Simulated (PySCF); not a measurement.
F3Sc.

Method: CAM-B3LYP/def2-SVPD; geometry: GFN2-xTB; program: PySCF. This is a single-reference result, which may miss multireference character in this system. No frequency check shows the geometry to be a minimum. GFN2-xTB bond lengths at metals and heavier atoms can be off by up to 0.1 Å and shapes distorted, which carries into these values.

Cartesian coordinates (Å):

```
Sc1     -0.0001    0.0000    0.0000
F2      -1.1660    1.3131    0.0000
F3      -0.5540   -1.6664    0.0000
F4       1.7203    0.3533    0.0000
```

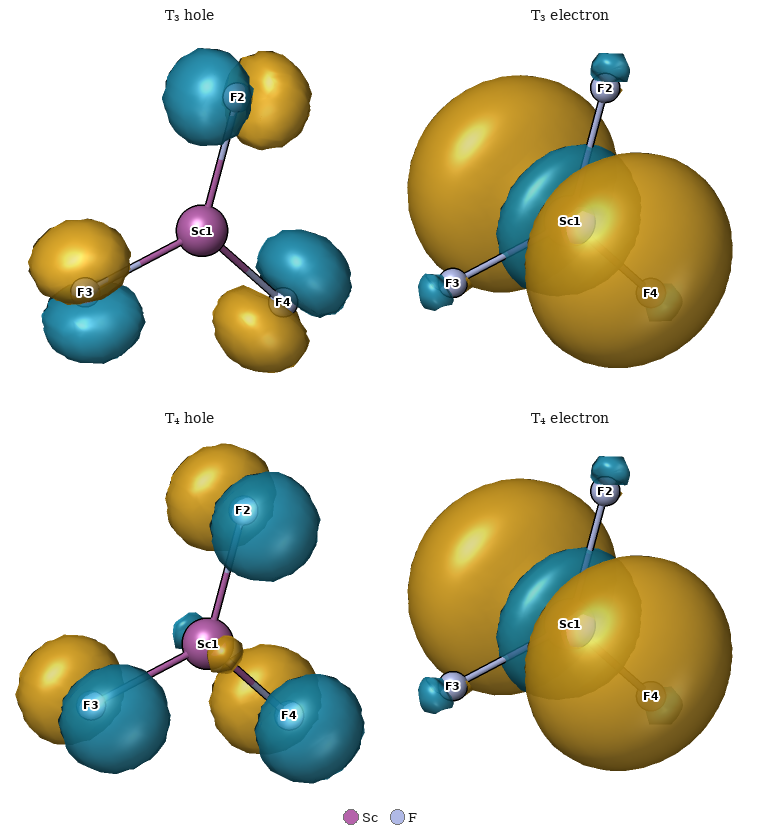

Leading natural transition orbitals (TDA triplet states).

Question: Describe these excited states.

Answer: By state:
- T₃: 7.56 eV (164 nm), spin-forbidden from the singlet ground state, ligand-to-metal charge transfer; the leading pair carries 99 %; hole on F2, F3 and F4 (31 % each) and Sc1 (6 %), electron on Sc1 (90 %); their centroids lie 0.0 Å apart.
- T₄: 7.77 eV (159 nm), spin-forbidden from the singlet ground state, ligand-to-metal charge transfer; the leading pair carries 99 %; hole on F2, F3 and F4 (30 % each) and Sc1 (10 %), electron on Sc1 (90 %); their centroids lie 0.0 Å apart.
